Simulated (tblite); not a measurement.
Geometry relaxation of C4H8FSi (charge −1)

The run: geometry relaxation of C4H8FSi, charge −1, SMILES F[SiH-]C1CCC1. Method and program: GFN2-xTB geometry optimisation, gas phase (tblite 0.8.0).

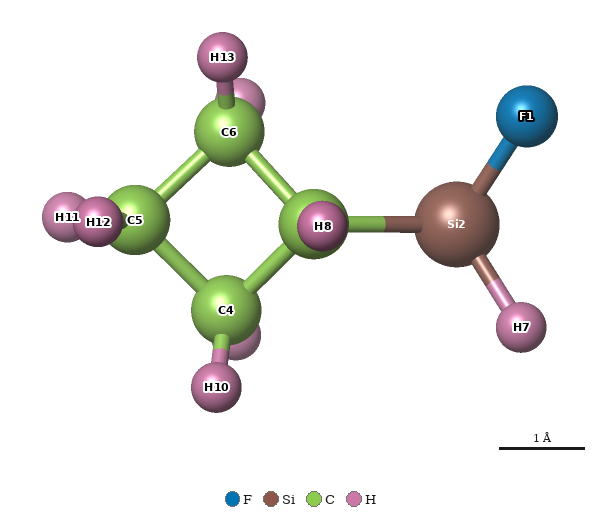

The starting structure (ball-and-stick view, seen on its broad side; atoms are numbered from 1 in the order of the input). Bond lengths as drawn: C–C 1.54 to 1.56 Å, C–H 1.09 to 1.11 Å, C–Si 1.90 Å, F–Si 1.61 Å and H–Si 1.49 Å.

The input:
```
{"job": {"xc": "GFN2-xTB", "basis": "xTB", "kind": "relax"}, "charge": -1, "multiplicity": 1}
F      3.146100     0.876000    -0.128700
Si     2.120800    -0.228600    -0.696200
C      0.510900    -0.131000     0.311100
C     -0.686100    -0.952200    -0.243600
C     -1.601100     0.200300     0.218200
C     -0.377000     1.124600     0.051800
H      2.751300    -1.567300    -0.529300
H      0.695300    -0.298900     1.379100
H     -0.693900    -1.127800    -1.318300
H     -0.870900    -1.915000     0.272400
H     -2.450000     0.418500    -0.445800
H     -1.961400     0.109400     1.244700
H     -0.295100     1.922400     0.810500
H     -0.289600     1.569100    -0.948000
```

The first line tells a small driver script what to run in tblite; the rest is the geometry in Å.

Run as:
```bash
OMP_NUM_THREADS=1 python <driver script> task.json out
```

The program's output:
```
step      E/eV     max force
  0    -523.79182    3.528
  1    -524.06654    2.175
  2    -524.23324    1.214
  3    -524.31283    0.696
  4    -524.33313    0.674
  5    -524.35905    0.497
  6    -524.37913    0.317
  7    -524.38647    0.351
  8    -524.39311    0.322
  9    -524.39994    0.209
 10    -524.40360    0.134
 11    -524.40586    0.132
 12    -524.40753    0.155
 13    -524.41015    0.185
 14    -524.41295    0.175
 15    -524.41503    0.126
 16    -524.41631    0.104
 17    -524.41744    0.098
 18    -524.41869    0.110
 19    -524.41972    0.089
 20    -524.42035    0.055
 21    -524.42084    0.069
 22    -524.42150    0.079
 23    -524.42250    0.095
 24    -524.42383    0.114
 25    -524.42516    0.088
 26    -524.42622    0.067
 27    -524.42704    0.066
 28    -524.42780    0.078
 29    -524.42877    0.082
 30    -524.43020    0.109
 31    -524.43227    0.137
 32    -524.43451    0.132
 33    -524.43624    0.085
 34    -524.43759    0.079
 35    -524.43884    0.088
 36    -524.44045    0.102
 37    -524.44232    0.101
 38    -524.44396    0.091
 39    -524.44530    0.083
 40    -524.44661    0.077
 41    -524.44810    0.117
 42    -524.44965    0.138
 43    -524.44854    0.229
 44    -524.45140    0.077
 45    -524.45197    0.049
 46    -524.45275    0.074
 47    -524.45297    0.040
 48    -524.45323    0.032
 49    -524.45339    0.028
 50    -524.45362    0.037
 51    -524.45385    0.045
 52    -524.45414    0.048
 53    -524.45441    0.044
 54    -524.45473    0.046
 55    -524.45518    0.065
 56    -524.45580    0.084
 57    -524.45286    0.303
 58    -524.45654    0.079
 59    -524.45694    0.076
 60    -524.44826    0.388
 61    -524.45781    0.053
 62    -524.45839    0.045
 63    -524.45191    0.349
 64    -524.45953    0.034
 65    -524.46030    0.040
 66    -524.45270    0.388
 67    -524.46137    0.051
 68    -524.46212    0.058
 69    -524.45466    0.418
 70    -524.46329    0.064
 71    -524.46407    0.068
 72    -524.45746    0.413
 73    -524.46545    0.067
 74    -524.46629    0.068
 75    -524.46437    0.325
 76    -524.46809    0.058
 77    -524.46886    0.065
 78    -524.46990    0.160
 79    -524.47085    0.073
 80    -524.47140    0.048
 81    -524.47209    0.054
 82    -524.47237    0.048
 83    -524.47269    0.053
 84    -524.47340    0.081
 85    -524.47398    0.075
 86    -524.47473    0.076
 87    -524.47550    0.063
 88    -524.47650    0.060
 89    -524.47762    0.054
 90    -524.47856    0.073
 91    -524.47930    0.086
 92    -524.48027    0.099
 93    -524.48133    0.088
 94    -524.48224    0.085
 95    -524.48296    0.062
 96    -524.48360    0.058
 97    -524.48442    0.048
 98    -524.48541    0.061
 99    -524.48616    0.058
100    -524.48659    0.052
101    -524.48704    0.055
102    -524.48751    0.054
103    -524.48813    0.062
104    -524.48854    0.053
105    -524.48908    0.055
106    -524.48958    0.052
107    -524.49001    0.047
108    -524.49027    0.041
109    -524.49059    0.053
110    -524.49085    0.048
111    -524.49116    0.037
112    -524.49128    0.032
113    -524.49143    0.025
114    -524.49151    0.019
115    -524.49156    0.014
116    -524.49159    0.012
117    -524.49160    0.011
118    -524.49161    0.007
119    -524.49162    0.006
120    -524.49162    0.004
121    -524.49163    0.004
122    -524.49163    0.004
123    -524.49163    0.003
```

Trajectory as extended XYZ (Å, eV, eV/Å), 12 frames, from step=0 to step=123:
```
14
Properties=species:S:1:pos:R:3:forces:R:3 step=0 energy=-523.79182
F     3.1461    0.8760   -0.1287    1.2610   0.9870   1.3830
Si    2.1208   -0.2286   -0.6962   -1.7530  -0.9420  -2.9130
C     0.5109   -0.1310    0.3111    0.3410   0.2910  -1.3550
C    -0.6861   -0.9522   -0.2436   -0.0510  -0.4080   1.7860
C    -1.6011    0.2003    0.2182    0.1700   0.1850  -1.3650
C    -0.3770    1.1246    0.0518    0.0070  -0.1720   1.4630
H     2.7513   -1.5673   -0.5293    0.1510   0.0410   0.8010
H     0.6953   -0.2989    1.3791   -0.5870   0.0300   0.2270
H    -0.6939   -1.1278   -1.3183    0.2540   0.2800   0.1220
H    -0.8709   -1.9150    0.2724    0.0370   0.1270  -0.2540
H    -2.4500    0.4185   -0.4458   -0.1260   0.0100   0.1420
H    -1.9614    0.1094    1.2447    0.1850  -0.0240  -0.0770
H    -0.2951    1.9224    0.8105   -0.0010  -0.0030  -0.2430
H    -0.2896    1.5691   -0.9480    0.1120  -0.4000   0.2820
14
Properties=species:S:1:pos:R:3:forces:R:3 step=11 energy=-524.40586
F     3.1190    0.8032   -0.0413   -0.0330   0.0510   0.0010
Si    2.0447   -0.2147   -0.9279    0.1030   0.0610  -0.0240
C     0.5322   -0.1203    0.2422   -0.0010  -0.0180  -0.0020
C    -0.6779   -0.9651   -0.1925   -0.0190  -0.0110   0.0060
C    -1.5926    0.2018    0.1875   -0.0180   0.0060  -0.0340
C    -0.3705    1.1176    0.0958   -0.0060   0.0140   0.0160
H     2.6952   -1.4770   -0.4092   -0.0560  -0.1200   0.0020
H     0.7259   -0.2953    1.3138    0.0630   0.0110  -0.0230
H    -0.6554   -1.1241   -1.2750   -0.0390  -0.0460   0.0420
H    -0.8628   -1.9236    0.3002    0.0290  -0.0230   0.0390
H    -2.4472    0.4189   -0.4628   -0.0280   0.0040  -0.0570
H    -1.9586    0.1137    1.2163    0.0240  -0.0020  -0.0580
H    -0.2894    1.9174    0.8349    0.0160   0.0220   0.0510
H    -0.2633    1.5471   -0.9040   -0.0350   0.0510   0.0410
14
Properties=species:S:1:pos:R:3:forces:R:3 step=22 energy=-524.42150
F     3.0989    0.8142   -0.0168   -0.0020  -0.0630  -0.0470
Si    2.0620   -0.2066   -0.9523   -0.0040   0.0190   0.0640
C     0.5406   -0.1104    0.2107    0.0130   0.0410  -0.0200
C    -0.6709   -0.9708   -0.1852    0.0040  -0.0120   0.0390
C    -1.5891    0.2009    0.1714   -0.0140   0.0170  -0.0490
C    -0.3709    1.1262    0.1033   -0.0030   0.0040   0.0260
H     2.6356   -1.5107   -0.4096    0.0250   0.0250  -0.0480
H     0.7778   -0.2832    1.2708    0.0130  -0.0070   0.0570
H    -0.6700   -1.1810   -1.2576   -0.0050  -0.0160  -0.0110
H    -0.8397   -1.9085    0.3522    0.0090  -0.0180   0.0220
H    -2.4253    0.4135   -0.5031   -0.0320   0.0070  -0.0510
H    -1.9830    0.1162    1.1881    0.0000   0.0010  -0.0030
H    -0.2918    1.8930    0.8796    0.0040  -0.0080   0.0010
H    -0.2749    1.6069   -0.8737   -0.0100   0.0110   0.0200
14
Properties=species:S:1:pos:R:3:forces:R:3 step=33 energy=-524.43624
F     3.1663    0.7290   -0.0420   -0.0550  -0.0030  -0.0380
Si    2.0341   -0.1714   -0.9914   -0.0300   0.0580   0.0550
C     0.5444   -0.0842    0.2255    0.0430   0.0480  -0.0030
C    -0.6548   -0.9805   -0.1311    0.0390   0.0020   0.0240
C    -1.6017    0.2000    0.1175    0.0300   0.0230  -0.0220
C    -0.3897    1.1415    0.1439    0.0320  -0.0160   0.0160
H     2.6026   -1.5132   -0.5574   -0.0620  -0.0200  -0.0240
H     0.8376   -0.2456    1.2732   -0.0170  -0.0150   0.0550
H    -0.6298   -1.2989   -1.1763   -0.0140   0.0600  -0.0440
H    -0.8202   -1.8727    0.4813   -0.0180   0.0200   0.0570
H    -2.3665    0.3934   -0.6434    0.0470  -0.0030  -0.0410
H    -2.1068    0.1403    1.0869    0.0400  -0.0220  -0.0050
H    -0.3544    1.8557    0.9748   -0.0140  -0.0620  -0.0040
H    -0.2617    1.7062   -0.7836   -0.0220  -0.0710  -0.0260
14
Properties=species:S:1:pos:R:3:forces:R:3 step=44 energy=-524.45140
F     3.2118    0.6297   -0.0922   -0.0230  -0.0220  -0.0150
Si    1.9607   -0.0909   -1.0396   -0.0560   0.0500   0.0150
C     0.5613   -0.0496    0.2784    0.0270   0.0390   0.0070
C    -0.6143   -0.9878   -0.0419    0.0580  -0.0160   0.0130
C    -1.5887    0.1928    0.0366    0.0360  -0.0090   0.0000
C    -0.4031    1.1502    0.2110    0.0200   0.0080  -0.0040
H     2.4300   -1.5123   -0.8009    0.0150  -0.0340   0.0120
H     0.9197   -0.1976    1.3088   -0.0140  -0.0050  -0.0060
H    -0.5453   -1.4247   -1.0410    0.0010  -0.0190  -0.0140
H    -0.7994   -1.7944    0.6736   -0.0420  -0.0360   0.0040
H    -2.1980    0.3546   -0.8576   -0.0110   0.0120   0.0190
H    -2.2537    0.1561    0.9050   -0.0040  -0.0050  -0.0200
H    -0.4522    1.7892    1.0993   -0.0020   0.0050  -0.0180
H    -0.2296    1.7840   -0.6618   -0.0060   0.0300   0.0070
14
Properties=species:S:1:pos:R:3:forces:R:3 step=55 energy=-524.45518
F     3.2321    0.5286   -0.1489    0.0200   0.0080  -0.0070
Si    1.8944   -0.0348   -1.0779   -0.0040   0.0140  -0.0180
C     0.5746   -0.0191    0.3164   -0.0250  -0.0080   0.0220
C    -0.5811   -0.9929    0.0310    0.0050  -0.0050  -0.0210
C    -1.5619    0.1849   -0.0336   -0.0030  -0.0460   0.0090
C    -0.4152    1.1597    0.2638   -0.0410   0.0030  -0.0160
H     2.2916   -1.4978   -0.9826    0.0060  -0.0090   0.0230
H     0.9878   -0.1480    1.3287    0.0000  -0.0120  -0.0310
H    -0.4705   -1.5352   -0.9137   -0.0210   0.0260   0.0390
H    -0.8090   -1.7245    0.8157    0.0200   0.0300  -0.0130
H    -2.0404    0.3243   -1.0076    0.0120   0.0040   0.0510
H    -2.3412    0.1567    0.7364   -0.0010   0.0210  -0.0620
H    -0.5427    1.7262    1.1930    0.0150  -0.0150   0.0130
H    -0.2192    1.8715   -0.5428    0.0170  -0.0120   0.0090
14
Properties=species:S:1:pos:R:3:forces:R:3 step=67 energy=-524.46137
F     3.2487    0.4384   -0.2210   -0.0090   0.0130  -0.0280
Si    1.8392    0.0102   -1.1214   -0.0070   0.0040   0.0080
C     0.5842    0.0104    0.3350    0.0150  -0.0150  -0.0010
C    -0.5565   -0.9902    0.0996   -0.0100  -0.0100   0.0140
C    -1.5320    0.1742   -0.1020   -0.0070   0.0180  -0.0020
C    -0.4361    1.1624    0.3165    0.0250  -0.0030   0.0110
H     2.1552   -1.4792   -1.1200    0.0120   0.0220   0.0130
H     1.0624   -0.1031    1.3192   -0.0060  -0.0130  -0.0010
H    -0.4212   -1.6334   -0.7745   -0.0290  -0.0060   0.0180
H    -0.8094   -1.6248    0.9569   -0.0080  -0.0100  -0.0100
H    -1.8650    0.2952   -1.1345    0.0480   0.0040  -0.0180
H    -2.4182    0.1587    0.5411   -0.0080   0.0000   0.0050
H    -0.6291    1.6275    1.2912    0.0100   0.0040  -0.0290
H    -0.2229    1.9534   -0.4082   -0.0260  -0.0090   0.0200
14
Properties=species:S:1:pos:R:3:forces:R:3 step=78 energy=-524.46990
F     3.2499    0.3509   -0.3676   -0.0420   0.0380  -0.0080
Si    1.7461    0.0658   -1.1710   -0.0130  -0.0140   0.0220
C     0.5971    0.0342    0.3734   -0.0230   0.0000   0.0090
C    -0.5351   -0.9868    0.1950   -0.0360  -0.0280  -0.0150
C    -1.4720    0.1630   -0.1885   -0.0320   0.0020  -0.0510
C    -0.4557    1.1553    0.3894   -0.0400   0.0260  -0.0050
H     1.9792   -1.4332   -1.2726    0.0210  -0.0010  -0.0170
H     1.1411   -0.0616    1.3253   -0.0040  -0.0010  -0.0170
H    -0.3804   -1.7465   -0.5783   -0.0060   0.0260   0.0520
H    -0.8427   -1.4938    1.1202   -0.0080   0.0360  -0.0520
H    -1.5650    0.2642   -1.2753    0.0100  -0.0130   0.1590
H    -2.4778    0.1548    0.2580    0.1340   0.0230  -0.0600
H    -0.7359    1.4958    1.3961    0.0120  -0.0260  -0.0430
H    -0.2495    2.0375   -0.2263    0.0270  -0.0690   0.0270
14
Properties=species:S:1:pos:R:3:forces:R:3 step=89 energy=-524.47762
F     3.1887    0.4362   -0.4050    0.0270   0.0290  -0.0220
Si    1.7001    0.0531   -1.1872    0.0000   0.0180  -0.0120
C     0.5959    0.0098    0.3843   -0.0080   0.0170  -0.0130
C    -0.5503   -0.9937    0.2133    0.0060   0.0030   0.0040
C    -1.4534    0.1688   -0.2087   -0.0080  -0.0220  -0.0080
C    -0.4402    1.1419    0.4006   -0.0290  -0.0040   0.0010
H     2.0096   -1.4294   -1.2834    0.0130  -0.0310   0.0190
H     1.1595   -0.0843    1.3245   -0.0210  -0.0420   0.0080
H    -0.3975   -1.7783   -0.5320   -0.0140  -0.0100  -0.0070
H    -0.8833   -1.4630    1.1476   -0.0250  -0.0020  -0.0080
H    -1.5138    0.2645   -1.2935    0.0530  -0.0020   0.0100
H    -2.4681    0.1855    0.2038   -0.0140  -0.0020   0.0180
H    -0.7467    1.4601    1.4048    0.0360   0.0250   0.0230
H    -0.2011    2.0282   -0.1912   -0.0170   0.0220  -0.0120
14
Properties=species:S:1:pos:R:3:forces:R:3 step=100 energy=-524.48659
F     3.0895    0.6685   -0.4758   -0.0190  -0.0050  -0.0380
Si    1.6801   -0.0122   -1.2077    0.0130  -0.0480   0.0150
C     0.5845   -0.0533    0.3693    0.0040   0.0230   0.0040
C    -0.6018   -1.0104    0.2037    0.0260   0.0080  -0.0060
C    -1.4579    0.1907   -0.2036   -0.0170  -0.0220   0.0060
C    -0.4041    1.1210    0.4042   -0.0230   0.0010  -0.0170
H     2.2008   -1.4408   -1.1501   -0.0070   0.0060   0.0120
H     1.1483   -0.1896    1.3043   -0.0090   0.0130   0.0310
H    -0.4911   -1.8014   -0.5433    0.0080   0.0100  -0.0160
H    -0.9519   -1.4652    1.1396    0.0250  -0.0040  -0.0100
H    -1.5079    0.2922   -1.2878    0.0150   0.0270   0.0020
H    -2.4708    0.2429    0.2086   -0.0320   0.0060   0.0170
H    -0.6733    1.4611    1.4125   -0.0230  -0.0380  -0.0020
H    -0.1450    1.9959   -0.1961    0.0400   0.0230   0.0010
14
Properties=species:S:1:pos:R:3:forces:R:3 step=111 energy=-524.49116
F     3.0269    0.7607   -0.5712    0.0170   0.0090  -0.0020
Si    1.6635   -0.0747   -1.2137   -0.0330   0.0010   0.0160
C     0.5826   -0.0707    0.3738   -0.0190   0.0070   0.0100
C    -0.6137   -1.0119    0.1934   -0.0100  -0.0030   0.0010
C    -1.4557    0.2018   -0.2082    0.0190   0.0220   0.0020
C    -0.3928    1.1137    0.4120    0.0060   0.0150   0.0050
H     2.2797   -1.4527   -1.0441    0.0020  -0.0190   0.0020
H     1.1346   -0.2168    1.3159    0.0060  -0.0050  -0.0080
H    -0.5087   -1.7947   -0.5618    0.0190  -0.0100  -0.0260
H    -0.9716   -1.4739    1.1219    0.0000  -0.0030   0.0120
H    -1.4957    0.3189   -1.2906    0.0020  -0.0100  -0.0170
H    -2.4706    0.2651    0.1989   -0.0060  -0.0030   0.0140
H    -0.6670    1.4410    1.4231   -0.0010  -0.0110   0.0010
H    -0.1122    1.9937   -0.1715   -0.0040   0.0090  -0.0110
14
Properties=species:S:1:pos:R:3:forces:R:3 step=123 energy=-524.49163
F     3.0423    0.7406   -0.5726    0.0000   0.0000   0.0000
Si    1.6609   -0.0719   -1.2098    0.0000   0.0010   0.0020
C     0.5829   -0.0615    0.3782    0.0010  -0.0010  -0.0010
C    -0.6070   -1.0097    0.1918    0.0010   0.0010   0.0000
C    -1.4546    0.2009   -0.2084   -0.0020  -0.0020  -0.0010
C    -0.3976    1.1185    0.4132   -0.0010  -0.0020  -0.0010
H     2.2557   -1.4617   -1.0457    0.0010  -0.0020   0.0000
H     1.1350   -0.2061    1.3201    0.0010   0.0000   0.0000
H    -0.4911   -1.7870   -0.5686    0.0000   0.0010   0.0010
H    -0.9640   -1.4797    1.1169   -0.0010   0.0020  -0.0010
H    -1.4964    0.3159   -1.2914    0.0000   0.0020   0.0000
H    -2.4694    0.2579    0.2010    0.0000  -0.0010   0.0000
H    -0.6762    1.4431    1.4239    0.0000   0.0000   0.0010
H    -0.1214    2.0001   -0.1707    0.0000   0.0000   0.0000
```

Results in brief:

| quantity | value |
| --- | --- |
| outcome | converged |
| total energy | −524.4916 eV |
| hardware | 1 CPU thread, shared host |
| wall time | 0.66 s |
| peak memory | 0.18 GiB |
